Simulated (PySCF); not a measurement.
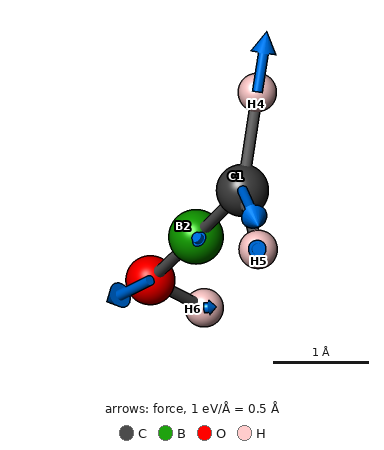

Starting geometry of CH2BOH with the computed forces as blue arrows. A ball-and-stick model, seen from a free direction.

The start comes from GFN2-xTB. Its atoms were then displaced at random by about 0.01 Å.

Computed with PBE0-D3(BJ)/def2-SVP geometry optimisation, gas phase in PySCF. 

What follows when this structure is relaxed?

It isn't relaxed: the largest force vector, on the C atom, is 1.83 eV/Å. The final displacements follow the starting forces only in part (cosine between the two patterns 0.56). The largest move after the best rigid fit is that of an H atom, 0.066 Å. By element the largest moves are H 0.066 Å, O 0.051 Å, C 0.030 Å, B 0.028 Å. Near-neighbour distances that change, for instance: C–H 1.060 → 1.093 Å, B–C 1.363 → 1.391 Å, B–O 1.289 → 1.316 Å, C–H 1.104 → 1.093 Å. Bond angles that change, for instance: B–O–H 122.0° → 114.8°, H–C–H 112.5° → 116.4°. The energy falls by 0.087 eV in 4 geometry steps. Cost: 9.5 s on 1 thread of Intel(R) Xeon(R) Processor @ 2.50GHz, with other jobs on the host.
